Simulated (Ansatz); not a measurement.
```
Al Hg
1.0
     7.80785    0.00000    0.00000
     0.00000    7.80785    0.00000
     0.00000    0.00000    7.80785
Al Hg
1 6
Direct
  0.00000 0.00000 0.00000
  0.19784 0.50000 0.50000
  0.50000 0.19784 0.50000
  0.80216 0.50000 0.50000
  0.50000 0.80216 0.50000
  0.50000 0.50000 0.19784
  0.50000 0.50000 0.80216
```

Space group Pm-3m; a structure generated by program, which may or may not match a known phase; computed without spin polarisation.

The calculation used DFT PBE, scalar-relativistic, plane waves, PAW (Ansatz).

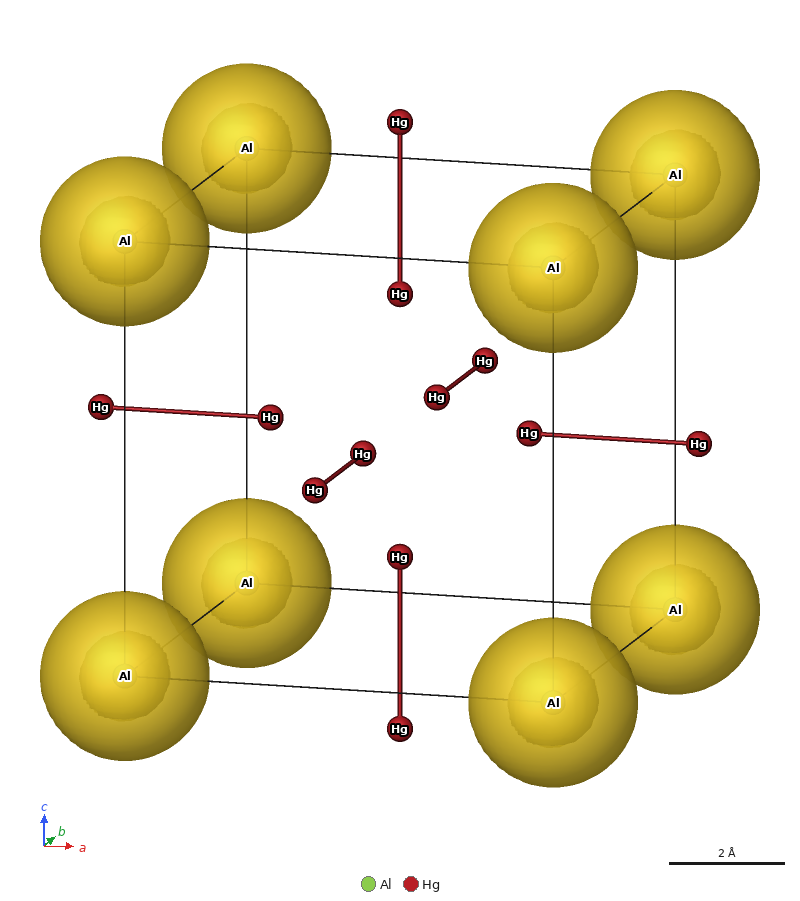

AlHg$_{6}$. Isosurface of the ELF at 0.9 (yellow), seen slightly off an axis. Core shells and regions of very low density are left out. Sticks mark near contacts.

In a PAW calculation such maps are meaningful between the atoms, not at the nuclei.

Where are the electrons localised?

At this value the surface marks out one region wrapped around Al (its valence shell), counted in one cell of 7 atoms. Regions shared between cells count once. Along the contacts the grid gives the following. Hg–Hg (3.09 Å): the ELF is about 0.20 at the midpoint (no shared electron pair shows on this line).
